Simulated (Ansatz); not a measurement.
# TlBiSe3 (model cell, started as cubic perovskite with Bi in the octahedra): following an unstable mode, part 2 of 3

Aim: this structure of TlBiSe3 (model cell, started as cubic perovskite with Bi in the octahedra) is to be tested for unstable modes, and one is followed downhill.

Ansatz 0.2.0; DFT PBEsol, scalar-relativistic, plane waves, PAW; PAW set soft_1.

So far, highest frequency (cm⁻¹): step 2 (the dispersion) 178. Also lowest frequency on the path (cm⁻¹): step 2 -88.9.

The structure was built from a prototype and need not be the compound's stable phase.

## (4) The mode frozen in, largest atomic shift 0.6 Å

The atoms are moved along the unstable eigenvector, the largest shift by 0.6 Å, with the cell fixed.

input.yaml

```yaml
crystal:
  lattice:
    - [5.4560481392, 0.0, 0.0]
    - [0.0, 5.4560481392, 0.0]
    - [0.0, 0.0, 10.9120962784]
  atoms:
    - { symbol: Tl, position: [0.0, 0.0, 0.0] }
    - { symbol: Tl, position: [0.0, 0.0, 0.5] }
    - { symbol: Bi, position: [0.5, 0.5, 0.25] }
    - { symbol: Bi, position: [0.5, 0.5, 0.75] }
    - { symbol: Se, position: [0.5, 0.5, 0.0] }
    - { symbol: Se, position: [0.5, 0.5, 0.5] }
    - { symbol: Se, position: [0.5, 0.0, 0.3049848521] }
    - { symbol: Se, position: [0.5, 0.0, 0.6950151479] }
    - { symbol: Se, position: [0.0, 0.5, 0.1950151479] }
    - { symbol: Se, position: [0.0, 0.5, 0.8049848521] }
kpoints:
  mp_grid: { grid: [8, 8, 4] }
hamiltonian:
  xc: pbesol
  pseudopotentials: { kind: paw, azcp: { folder: soft_1 }, xc_functional: pbe }
scf:
  occupations: { method: methfessel_paxton, width: 0.2 }
output:
  forces: true
  stress: true
  eigenvalues: true
```

Launch:

```sh
$ ansatz run input.yaml --threads 4 --pin off --max-ram 16384MiB --backend cpu --events-out ev --progress --plain --runs-dir out
```

Numbers of over 12 decimals in the logs are rounded to 6 here.

The log of the run:

```text
[...]
Crystal: 10 atoms, lattice volume = 324.836 Å³
Basis set: ecut = 420 eV, 6369 PW (Γ), exchange–correlation on 80×80×150 points (8 copies of the dense FFT grid, shifted against one another)
Bands: 92, of which v1, the nominal top of the filled ones, is band 76 counted from 1 (75 counted from 0)
Symmetry: 16 space group operations
[...]
k-points: 45 of 256
[...]
k-point 0: bands = [... 72 lower, 5.2904, 5.3083, 5.3083, 5.4538, 5.4538, 6.4896, 7.6276, 8.4959, ... 12 higher]
  k-point 1: bands = [... 72 lower, 5.4448, 5.4507, 5.4507, 5.5033, 5.5033, 6.1590, 8.4433, 8.9119, ... 12 higher]
  k-point 2: bands = [... 72 lower, 5.4574, 5.4574, 5.5635, 5.5635, 5.7773, 5.7773, 9.2015, 9.2015, ... 12 higher]
  k-point 44: bands = [... 72 lower, 5.3703, 5.3703, 6.1426, 6.1426, 6.4832, 6.4832, 7.6810, 7.6810, ... 12 higher]
[key lines of the parts left out:]
SCF converged after 8 iterations
Free energy (F): -79628.684286 eV
Fermi energy:    5.891009 eV
P = ⅓ Tr σ = -0.9507 GPa (-9.507 kbar)
```

The job ended after 17 s (4 threads of Arm Neoverse V2, shared host; peak memory 1.4 GiB).

This step gave:

| Property | Result |
| --- | --- |
| pressure | -0.9507 GPa |
| energy from the undistorted cell | -101.0 meV/atom |

The energy, extrapolated to zero smearing, is -101.03 meV/atom against the undistorted cell.

The run ends at a pressure of -0.95 GPa, with forces up to 0.48 eV/Å.

## (5) Energy along the mode, all amplitudes (two of the runs are shown above)

An imaginary frequency means negative curvature, so the energy should fall and then rise again as anharmonic terms take over.

Numbers from this step:

* depth at the lowest point sampled: 101.0 meV/atom
* largest atomic shift at that point: 0.6 Å

Table of energy from the parent by largest atomic shift:

| largest atomic shift (Å) | energy from the parent (meV/atom) |
| --- | --- |
| 0.000 | 0 |
| 0.040 | -0.703 |
| 0.080 | -2.78 |
| 0.140 | -8.29 |
| 0.220 | -19.4 |
| 0.320 | -37.9 |
| 0.450 | -67.7 |
| 0.600 | -101 |

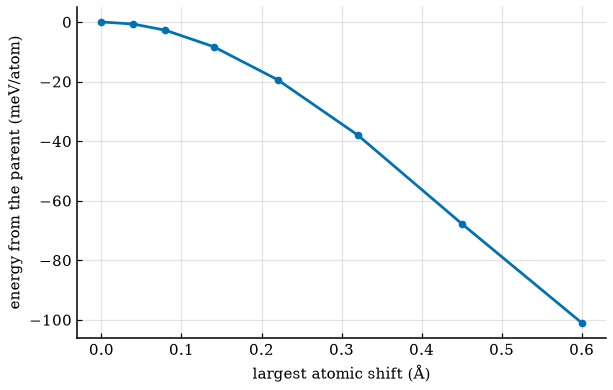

Energy from the parent, plotted against largest atomic shift.

Displacement at unit largest shift by atom:

| atom | x (Å) | y (Å) | z (Å) | size |
| --- | --- | --- | --- | --- |
| Tl1 | 0.00 | 0.00 | 0.00 | 0.00 |
| Tl2 | 0.00 | 0.00 | 0.00 | 0.00 |
| Bi3 | 0.00 | 0.00 | 0.00 | 0.00 |
| Bi4 | 0.00 | 0.00 | 0.00 | 0.00 |
| Se5 | 0.00 | 0.00 | 0.00 | 0.00 |
| Se6 | 0.00 | 0.00 | 0.00 | 0.00 |
| Se7 | 0.00 | 0.00 | 1.00 | 1.00 |
| Se8 | 0.00 | 0.00 | -1.00 | 1.00 |
| Se9 | 0.00 | 0.00 | -1.00 | 1.00 |
| Se10 | 0.00 | 0.00 | 1.00 | 1.00 |

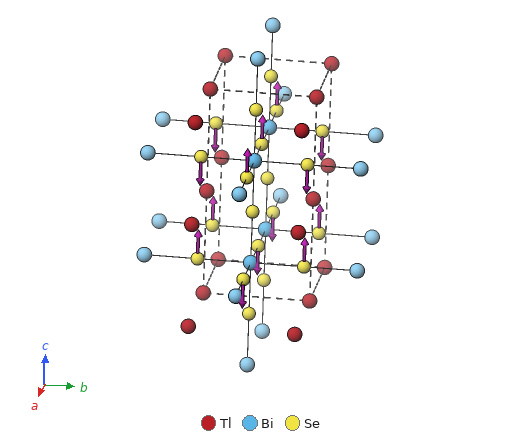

Displacement at unit largest shift as arrows, the longest 1 Å. 2×1×1 cells are drawn. Some periodic images of atoms are drawn too.

The lowest of the steps tried is the last one, at 0.6 Å, 101 meV/atom below the parent; the bottom of the well need not coincide with a step.

## (6) Relaxing from the distorted cell

Starting from the lowest point found, all atoms and the cell are let go, so that strain and other modes of the same symmetry can join in.

input.yaml: that of step 4 with these lines changed.

```diff
@@ -27 +27,10 @@
   eigenvalues: true
+  write_density: true
+  write_potential: true
+  elf: true
+  volumetric_format: npy
+relax:
+  adjacent_minimum: "off"
+  f_tol: 0.002
+  max_steps: 120
+  cell: { stress_tol: 0.03 }
```

The log of the run:

```text
[...]
Crystal: 10 atoms, lattice volume = 324.836 Å³
Basis set: ecut = 420 eV, 6369 PW (Γ), exchange–correlation on 80×80×150 points (8 copies of the dense FFT grid, shifted against one another)
Bands: 92, of which v1, the nominal top of the filled ones, is band 76 counted from 1 (75 counted from 0)
Symmetry: 16 space group operations
[...]
k-points: 45 of 256
[...]
SCF iter   1: F=—  HF=-79631.078702 eV  |F-HF|=—  |Δ(HF+E_count)|=         —  Δρ=3.12e-2  dr2=6.39e0  ethr=3.10e-3  ⟨swp⟩=7.0  Hψ=16275  notcnv=0  defer=1
[...]
SCF iter   8: F=-79628.684286 eV  HF=-79628.684286 eV  |F-HF|=1.42e-8  |Δ(HF+E_count)|=   1.73e-7  S|Δr|=    0.00e0  Δρ=1.94e-6  dr2=1.66e-8  ethr=6.58e-11  ⟨swp⟩=15.6  Hψ=31029  notcnv=0
SCF 1 converged in 8 iterations: F = -79628.684286 eV  dr2 = 1.66e-8
[...]
relax step   1: F+E_penalty+E_count = -79628.68428565 eV  Δ(F+E_penalty+E_count) = +0.000e0 eV  max|allowed force component| = 4.793e-1 eV/Å  Δτ_max = 0.0000 Å  P = -0.951 GPa  Ω = 324.836 Å³  (8 SCF iters, dr2 threshold 1.00e-7 eV, accepted)
Crystal: 10 atoms, lattice volume = 317.631 Å³
Basis set: ecut = 420 eV, 6173 PW (Γ), exchange–correlation on 80×80×150 points (8 copies of the dense FFT grid, shifted against one another)
[...]
SCF iter   6: F=-79629.202913 eV  HF=-79629.202913 eV  |F-HF|=2.07e-7  |Δ(HF+E_count)|=   1.00e-5  S|Δr|=    0.00e0  Δρ=1.62e-5  dr2=6.70e-7  ethr=6.58e-10  ⟨swp⟩=10.6  Hψ=38035  notcnv=0
SCF 2 converged in 6 iterations: F = -79629.202913 eV  dr2 = 6.70e-7
relax step   2: F+E_penalty+E_count = -79629.20291339 eV  Δ(F+E_penalty+E_count) = -5.186e-1 eV  max|allowed force component| = 3.020e-1 eV/Å  Δτ_max = 0.1950 Å  P = -0.629 GPa  Ω = 317.631 Å³  energy of the carried Pulay correction = +4.315e-4 eV  (6 SCF iters, dr2 threshold 1.00e-6 eV, accepted)
Crystal: 10 atoms, lattice volume = 307.051 Å³
Basis set: ecut = 420 eV, 6063 PW (Γ), exchange–correlation on 80×80×150 points (8 copies of the dense FFT grid, shifted against one another)
[...]
SCF iter   6: F=-79629.499976 eV  HF=-79629.499976 eV  |F-HF|=1.35e-7  |Δ(HF+E_count)|=   7.47e-6  S|Δr|=    0.00e0  Δρ=1.84e-5  dr2=6.29e-7  ethr=6.58e-10  ⟨swp⟩=11.1  Hψ=40585  notcnv=0
SCF 3 converged in 6 iterations: F = -79629.499976 eV  dr2 = 6.29e-7
[...]
relax step   3: F+E_penalty+E_count = -79629.49997570 eV  Δ(F+E_penalty+E_count) = -2.971e-1 eV  max|allowed force component| = 9.862e-2 eV/Å  Δτ_max = 0.1921 Å  P = +0.577 GPa  Ω = 307.051 Å³  energy of the carried Pulay correction = +1.083e-3 eV  (6 SCF iters, dr2 threshold 1.00e-6 eV, accepted)
[... from here on, the SCF cycles and remarks between the steps are left out ...]
relax step   4: F+E_penalty+E_count = -79629.61775215 eV  Δ(F+E_penalty+E_count) = -1.178e-1 eV  max|allowed force component| = 8.625e-2 eV/Å  Δτ_max = 0.1098 Å  P = -0.711 GPa  Ω = 314.888 Å³  energy of the carried Pulay correction = +5.983e-4 eV  (6 SCF iters, dr2 threshold 1.00e-6 eV, accepted)
relax step   5: F+E_penalty+E_count = -79629.64414615 eV  Δ(F+E_penalty+E_count) = -2.639e-2 eV  max|allowed force component| = 8.631e-2 eV/Å  Δτ_max = 0.0122 Å  P = +0.428 GPa  Ω = 306.641 Å³  energy of the carried Pulay correction = +1.109e-3 eV  (6 SCF iters, dr2 threshold 1.00e-6 eV, accepted)
relax step   6: F+E_penalty+E_count = -79629.65065748 eV  Δ(F+E_penalty+E_count) = -6.511e-3 eV  max|allowed force component| = 3.388e-2 eV/Å  Δτ_max = 0.0278 Å  P = +0.166 GPa  Ω = 308.248 Å³  energy of the carried Pulay correction = +1.008e-3 eV  (6 SCF iters, dr2 threshold 4.94e-7 eV, accepted)
relax step   7: F+E_penalty+E_count = -79629.65191363 eV  Δ(F+E_penalty+E_count) = -1.256e-3 eV  max|allowed force component| = 8.479e-3 eV/Å  Δτ_max = 0.0070 Å  P = -0.123 GPa  Ω = 310.291 Å³  energy of the carried Pulay correction = +8.811e-4 eV  (5 SCF iters, dr2 threshold 2.52e-7 eV, accepted)
relax step   8: F+E_penalty+E_count = -79629.65379342 eV  Δ(F+E_penalty+E_count) = -1.880e-3 eV  max|allowed force component| = 4.994e-3 eV/Å  Δτ_max = 0.0110 Å  P = -0.011 GPa  Ω = 309.463 Å³  energy of the carried Pulay correction = +9.325e-4 eV  (6 SCF iters, dr2 threshold 5.90e-8 eV, accepted)
relax step   9: F+E_penalty+E_count = -79629.65443581 eV  Δ(F+E_penalty+E_count) = -6.424e-4 eV  max|allowed force component| = 1.249e-3 eV/Å  Δτ_max = 0.0099 Å  P = +0.019 GPa  Ω = 309.221 Å³  energy of the carried Pulay correction = +9.475e-4 eV  (7 SCF iters, dr2 threshold 1.56e-9 eV, accepted)
relax step  10: F+E_penalty+E_count = -79629.65461450 eV  Δ(F+E_penalty+E_count) = -1.787e-4 eV  max|allowed force component| = 5.107e-4 eV/Å  Δτ_max = 0.0042 Å  P = +0.003 GPa  Ω = 309.317 Å³  energy of the carried Pulay correction = +9.415e-4 eV  (6 SCF iters, dr2 threshold 3.82e-9 eV, accepted)
relax step  11: F+E_penalty+E_count = -79629.65468202 eV  Δ(F+E_penalty+E_count) = -6.752e-5 eV  max|allowed force component| = 4.593e-4 eV/Å  Δτ_max = 0.0053 Å  P = -0.001 GPa  Ω = 309.321 Å³  energy of the carried Pulay correction = +9.413e-4 eV  (9 SCF iters, accepted)
relax step  12: F+E_penalty+E_count = -79629.65886581 eV  Δ(F+E_penalty+E_count) = -4.184e-3 eV  max|allowed force component| = 4.523e-4 eV/Å  Δτ_max = 0.0000 Å  P = +0.031 GPa  Ω = 309.321 Å³  stress off target by 9.80e-2 GPa  SCF on the basis re-selected at this cell (its energy is not comparable with the rows above)  (8 SCF iters)
relax step  13: F+E_penalty+E_count = -79629.66339448 eV  Δ(F+E_penalty+E_count) = -4.529e-3 eV  max|allowed force component| = 8.107e-3 eV/Å  Δτ_max = 0.0310 Å  P = +0.101 GPa  Ω = 308.940 Å³  energy of the carried Pulay correction = +1.892e-5 eV  (7 SCF iters, dr2 threshold 2.40e-8 eV, accepted)
relax step  14: F+E_penalty+E_count = -79629.66333664 eV  Δ(F+E_penalty+E_count) = +5.784e-5 eV  max|allowed force component| = 1.754e-2 eV/Å  Δτ_max = 0.0076 Å  P = -0.060 GPa  Ω = 310.059 Å³  energy of the carried Pulay correction = -5.660e-5 eV  (6 SCF iters, dr2 threshold 4.04e-8 eV, accepted)
relax step  15: F+E_penalty+E_count = -79629.66281440 eV  Δ(F+E_penalty+E_count) = +5.222e-4 eV  max|allowed force component| = 4.191e-2 eV/Å  Δτ_max = 0.0130 Å  P = -0.002 GPa  Ω = 309.754 Å³  energy of the carried Pulay correction = -3.610e-5 eV  (7 SCF iters, dr2 threshold 1.92e-8 eV, rejected (line search))
relax step  16: F+E_penalty+E_count = -79629.66361794 eV  Δ(F+E_penalty+E_count) = -2.813e-4 eV  max|allowed force component| = 8.754e-4 eV/Å  Δτ_max = 0.0039 Å  P = -0.011 GPa  Ω = 309.744 Å³  energy of the carried Pulay correction = -3.562e-5 eV  (8 SCF iters, accepted)
relax step  17: F+E_penalty+E_count = -79629.66365680 eV  Δ(F+E_penalty+E_count) = -3.886e-5 eV  max|allowed force component| = 8.472e-4 eV/Å  Δτ_max = 0.0038 Å  P = -0.026 GPa  Ω = 309.843 Å³  energy of the carried Pulay correction = -4.122e-5 eV  (8 SCF iters, accepted)
[...]
SCF iter   8: F=-79629.663721 eV  HF=-79629.663721 eV  |F-HF|=1.46e-11  |Δ(HF+E_count)|=  1.46e-11  S|Δr|=    0.00e0  Δρ=2.31e-8  dr2=3.61e-12  ethr=1.00e-12  ⟨swp⟩=6.2  Hψ=18773  notcnv=0
SCF 18 converged in 8 iterations: F = -79629.663721 eV  dr2 = 3.61e-12
relax step  18: F+E_penalty+E_count = -79629.66372052 eV  Δ(F+E_penalty+E_count) = -6.371e-5 eV  max|allowed force component| = 8.678e-4 eV/Å  Δτ_max = 0.0000 Å  P = -0.027 GPa  Ω = 309.843 Å³  stress off target by 2.93e-2 GPa  SCF on the basis re-selected at this cell (its energy is not comparable with the rows above)  (8 SCF iters)
[...]
SCF converged after 8 iterations
[...]
Free energy (F): -79629.663721 eV
[...]
Internal energy: -79629.651442 eV  (E = F + TS)
E sigma→0 (E₀):  -79629.660651 eV
Entropy (-TS):   -0.012278 eV (-1.228 meV/atom)
Fermi energy:    6.996015 eV
[...]
--- Forces (eV/Å), atoms counted from 1 ---
  atom   1  Tl     0.00000000     0.00000000     0.00000000
  atom   2  Tl     0.00000000     0.00000000     0.00000000
  atom   3  Bi     0.00000000     0.00000000     0.00000000
  atom   4  Bi     0.00000000     0.00000000    -0.00000000
  atom   5  Se     0.00000000     0.00000000     0.00000000
  atom   6  Se    -0.00000000     0.00000000     0.00000000
  atom   7  Se     0.00000000     0.00000000     0.00086784
  atom   8  Se     0.00000000     0.00000000    -0.00086784
  atom   9  Se     0.00000000     0.00000000    -0.00086784
  atom  10  Se     0.00000000     0.00000000     0.00086784
  max |Σ_I F_I| component: 1.63e-16 eV/Å
--- Stress (GPa, compression-positive) ---
       -0.029312       0.000000       0.000000
        0.000000      -0.029312       0.000000
        0.000000       0.000000      -0.021165
  P = ⅓ Tr σ = -0.0266 GPa (-0.266 kbar)
--- Band table (eV; the first three rows and the last of 45) ---
  k-point 0: bands = [... 72 lower, 5.8006, 5.8208, 5.8448, 6.6222, 6.6222, 6.8050, 7.4320, 9.2476, ... 12 higher]
  k-point 1: bands = [... 72 lower, 5.9865, 6.1081, 6.1081, 6.5732, 6.5930, 6.5930, 7.8365, 9.1995, ... 12 higher]
  k-point 2: bands = [... 72 lower, 6.2591, 6.2591, 6.3236, 6.3236, 6.5302, 6.5302, 8.5517, 8.5517, ... 12 higher]
  k-point 44: bands = [... 72 lower, 6.4321, 6.4321, 6.8927, 6.8927, 7.9388, 7.9388, 9.3920, 9.3920, ... 12 higher]
--- Relaxed structure (16 steps of the walk, 15 accepted, 2 SCFs on fresh bases) ---
  F+E_penalty+E_count = -79629.66372052 eV   max|allowed force component| = 8.678e-4 eV/Å   (the final SCF, on the basis selected at the relaxed cell)
  cell:  # Å, volume = 309.8431 Å³
    - [4.888960, 0, 0.0]
    - [0, 4.888960, 0.0]
    - [0.0, 0.0, 12.963098]
  atoms:
    - { symbol: Tl, position: [0, 0, 3.855083681373612e-19] }
    - { symbol: Tl, position: [0, 0, 0.500000] }
    - { symbol: Bi, position: [0.500000, 0.500000, 0.250000] }
    - { symbol: Bi, position: [0.500000, 0.500000, 0.750000] }
    - { symbol: Se, position: [0.500000, 0.500000, 3.855083681373612e-19] }
    - { symbol: Se, position: [0.500000, 0.500000, 0.500000] }
    - { symbol: Se, position: [0.500000, 0, 0.356933] }
    - { symbol: Se, position: [0.500000, 0, 0.643067] }
    - { symbol: Se, position: [0, 0.500000, 0.143067] }
    - { symbol: Se, position: [0, 0.500000, 0.856933] }
```

Wall time 6.8 min (4 threads); peak memory 1.5 GiB.

Step by step:

| step | energy less that of the first step (eV) | largest force component (eV/Å) | pressure (GPa) | volume (Å³) |
| --- | --- | --- | --- | --- |
| 1 | 0.0000 | 0.4793 | -0.95 | 324.84 |
| 2 | -0.5186 | 0.3020 | -0.63 | 317.63 |
| 3 | -0.8157 | 0.0986 | 0.58 | 307.05 |
| 4 | -0.9335 | 0.0863 | -0.71 | 314.89 |
| 5 | -0.9599 | 0.0863 | 0.43 | 306.64 |
| 6 | -0.9664 | 0.0339 | 0.17 | 308.25 |
| 7 | -0.9676 | 0.0085 | -0.12 | 310.29 |
| 8 | -0.9695 | 0.0050 | -0.01 | 309.46 |
| 9 | -0.9701 | 0.0012 | 0.02 | 309.22 |
| 10 | -0.9703 | 0.0005 | 0.00 | 309.32 |
| 11 | -0.9704 | 0.0005 | 0.00 | 309.32 |
| 12* | -0.9746 | 0.0005 | 0.03 | 309.32 |
| 13 | -0.9791 | 0.0081 | 0.10 | 308.94 |
| 14 | -0.9791 | 0.0175 | -0.06 | 310.06 |
| 15 | -0.9785 | 0.0419 | 0.00 | 309.75 |
| 16 | -0.9793 | 0.0009 | -0.01 | 309.74 |
| 17 | -0.9794 | 0.0008 | -0.03 | 309.84 |
| 18* | -0.9794 | 0.0009 | -0.03 | 309.84 |

Relaxation steps marked * repeat the geometry before them on a plane-wave basis chosen anew for their cell, so energy and pressure can jump there. Relaxation step 15 was tried and not accepted.

The run keeps the 16 symmetry operations that it works with, so distortions that break them were not tested.

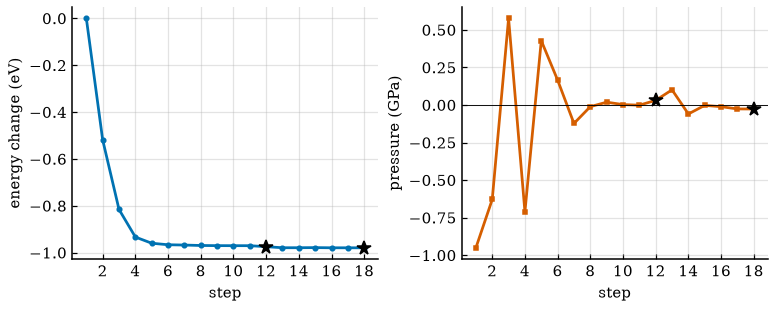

Energy and pressure along the relaxation. Stars mark steps on a basis chosen anew.

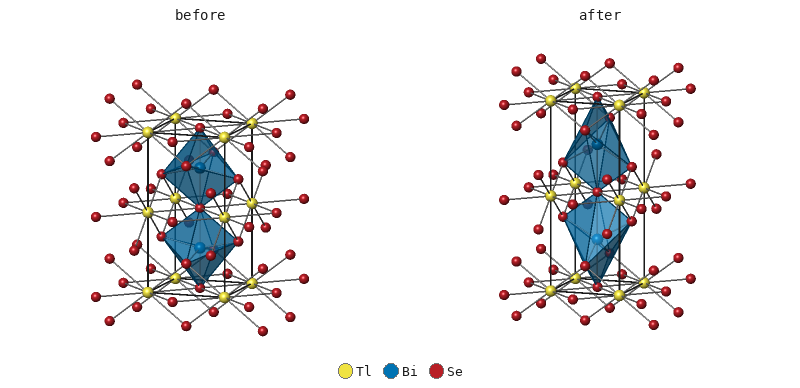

The structure before and after the relaxation, drawn at the same scale.

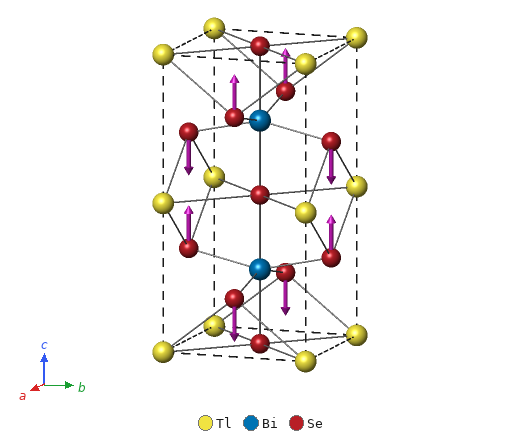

Displacements in the relaxation, exaggerated, measured against the changing cell; the longest in the cell stands for 0.67 Å. Some periodic images of atoms are drawn too.

| cell as run | before | after | change |
| --- | --- | --- | --- |
| a (Å) | 5.456 | 4.889 | -10.4 % |
| b (Å) | 5.456 | 4.889 | -10.4 % |
| c (Å) | 10.912 | 12.963 | +18.8 % |
| volume (Å³/atom) | 32.48 | 30.98 | -4.6 % |

The atoms that moved most (Å, as changes of fractional coordinates times the final cell):

| atom | dx | dy | dz | length |
| --- | --- | --- | --- | --- |
| Se10 | 0.000 | 0.000 | 0.673 | 0.673 |
| Se9 | 0.000 | 0.000 | -0.673 | 0.673 |
| Se8 | 0.000 | 0.000 | -0.673 | 0.673 |
| Se7 | 0.000 | 0.000 | 0.673 | 0.673 |

Numbers from this step:

```
pressure        : -0.02660 GPa
volume per atom : 30.98 Å³
```

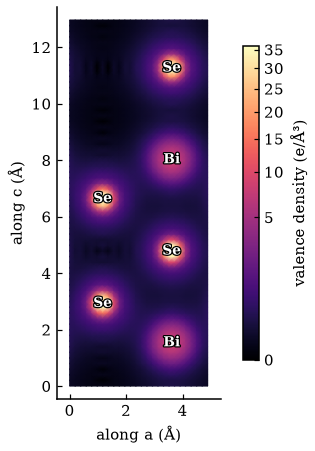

Valence density in the ac plane at fractional y = 0.500, with atoms of Bi and Se within 0.2 Å of it. It is the smooth field of the valence electrons, not physical close to the nuclei. The map starts off the cell's origin, so that atoms lie inside it. The colour scale is stretched toward low values.

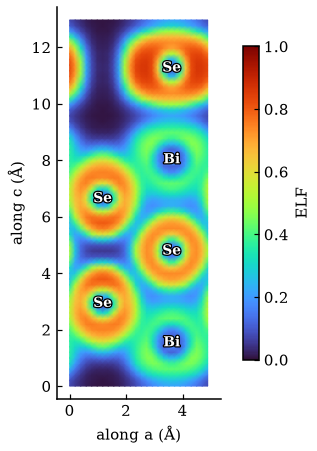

ELF in the ac plane at fractional y = 0.500, with atoms of Bi and Se within 0.2 Å of it. It is the smooth field of the valence electrons, not physical close to the nuclei. The map starts off the cell's origin, so that atoms lie inside it.

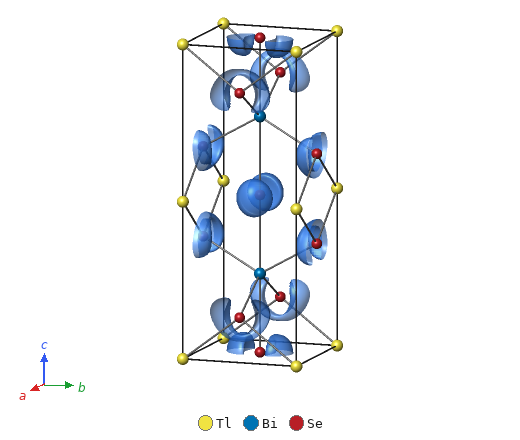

Surface of ELF = 0.78.

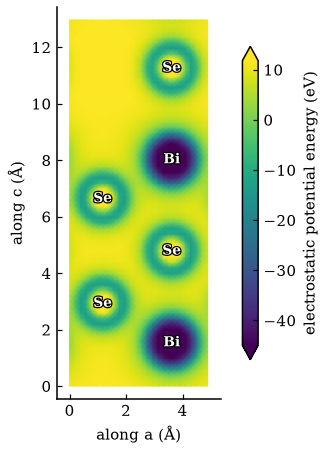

Electrostatic potential energy in the ac plane at fractional y = 0.500, with atoms of Bi and Se within 0.2 Å of it. With pseudopotentials it is smooth inside the atoms' cores, unlike the true potential. The map starts off the cell's origin, so that atoms lie inside it.

The distorted start has space group P4_2/mmc; the relaxation ends in P4_2/mmc.

[end of part 2 of 3]

[Logs are printed without paths, hosts, clocks, repeated set-up lines and the standing remarks that a program may print on its own settings, such as how far it seeks lower states.]

[Hosts, paths, dates, database ids (printed as entryN), source tags and the programs' standing remarks are cut or masked in the printed files.]
